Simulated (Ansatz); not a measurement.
CH$_{5}$AlFSi (charge +1)

The calculation's input:

```
crystal:
  periodic: [false, false, false]
  atoms:
    - {symbol: C, position_ang: [0.629849, -1.683277, -0.012489]}
    - {symbol: Al, position_ang: [2.128207, 0.403826, -2.522404]}
    - {symbol: F, position_ang: [2.725213, 1.870487, -2.977962]}
    - {symbol: Si, position_ang: [1.204454, -1.836664, -1.792730]}
    - {symbol: H, position_ang: [1.461830, -1.435945, 0.674393]}
    - {symbol: H, position_ang: [0.231769, -2.681483, 0.274128]}
    - {symbol: H, position_ang: [-0.185952, -0.943707, 0.100111]}
    - {symbol: H, position_ang: [2.412215, -2.677001, -2.047821]}
    - {symbol: H, position_ang: [0.149217, -2.000839, -2.836494]}
basis:
  gaussian: {orbitals: def2-TZVPD}
output: {forces: true, orbitals: {seedname: orbitals}}
total_charge: 1
hamiltonian: {xc: pbe0}
```

Command:

```sh
ansatz run input.yaml --threads 1 --pin off --max-ram 2610MiB --events-out events.jsonl --progress --plain --runs-dir runs
```

Geometry: BLYP-D3(BJ)/def2-SVP.

All numbers below come from isolated molecule in a Gaussian basis; Kohn-Sham density functional theory, functional PBE0 (Ansatz).

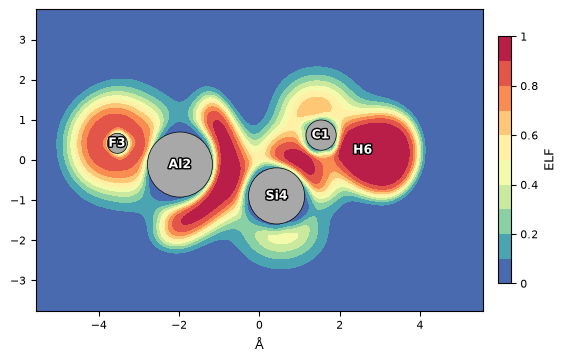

Figure 1. ELF on the plane of atoms C1, Si4 and Al2. Grey discs cover the atomic cores.

Interpret the plot.

Answer.
- The section cuts through C, Al, F, Si and H sites.
- Al–F (1.65 Å): the ELF peaks at about 0.85 in the valence shell of F, 0.6 Å from its nucleus, and is about 0.35 at the midpoint.
- C–Si (1.88 Å): the ELF peaks at about 0.95 between the atoms, as expected for a shared electron pair.
- Al–Si (2.53 Å): the ELF peaks at about 0.95 between the atoms: a covalent bond.
- C–H (1.11 Å): the ELF climbs to about 1 towards the hydrogen, as it does in any bond to H (a covalent bond by its length).
- The ELF also peaks beside F3, away from the bonds: lone-pair regions.

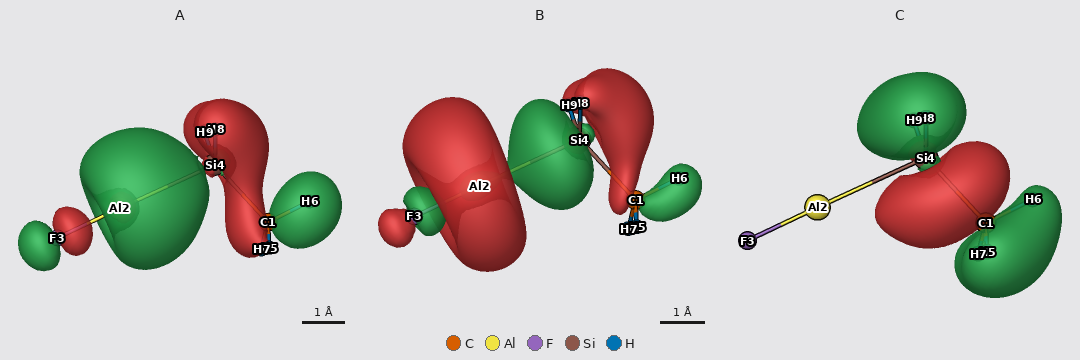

Figure 2. Three frontier orbitals at ±0.08 Å⁻³ᐟ² (green and red are the two phases), in no order.

Which picture is the HOMO−1, the HOMO and the LUMO?

Answer. C is the HOMO−1 (−14.64 eV). Its weight (Hirshfeld) is mainly on C1 (about 40 %), Si4 (about 30 %), H8 (about 5 %) and H9 (about 5 %). A is the HOMO (−14.10 eV). It lies mainly on Al2 (about 45 %), Si4 (about 30 %), C1 (about 10 %) and F3 (about 5 %). B is the LUMO (−7.25 eV). Its weight (Hirshfeld) is mainly on Al2 (about 50 %), Si4 (about 30 %) and F3 (about 10 %).

What is the HOMO–LUMO gap?

Answer. 6.85 eV between the orbital energies.

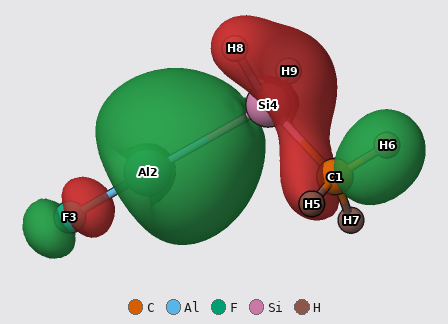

Figure 3. One frontier orbital at ±0.1 Å⁻³ᐟ² (green and red are the two phases), seen at a tilt.

Which orbital is it: HOMO or LUMO?

Answer. The HOMO, at −14.10 eV. By Hirshfeld shares it lies mainly on Al2 (about 45 %), Si4 (about 30 %), C1 (about 10 %) and F3 (about 5 %).
